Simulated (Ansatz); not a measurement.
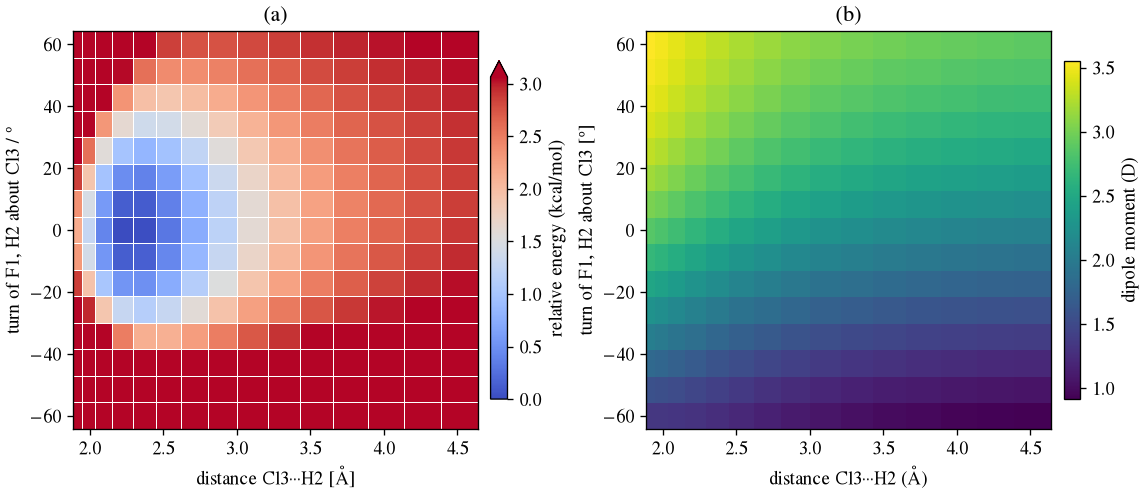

The pair FH···ClH. 
- The turn is about an axis along (−0.01, 1.00, 0.08) in the frame of the relaxed pair, normal to the line between the partners.
- Coordinates scanned: (1) distance Cl3···H2; (2) turn of F1, H2 about Cl3.
- Grid: 15 × 15 points.
- Energies are in kcal/mol, from the lowest grid point.
- All numbers below come from RKS r2SCAN0-D4/def2-TZVPD in Ansatz.

Panel (a) is the energy; panel (b) is the computed dipole moment, in D.

In the figure: one coloured cell a grid point, one colour for all values above the top of the scale.

Q: How does the dipole moment vary over the map, and what is it at the lowest grid point?

A: Leaving out the highest fifth of the energies, it runs from 1.05 D at distance Cl3···H2 = 4.515 Å, turn of F1, H2 about Cl3 = −51.4° to 3.37 D at distance Cl3···H2 = 2.216 Å, turn of F1, H2 about Cl3 = 60.0°. At the lowest grid point, distance Cl3···H2 = 2.216 Å, turn of F1, H2 about Cl3 = 0.0°, it is 2.64 D.
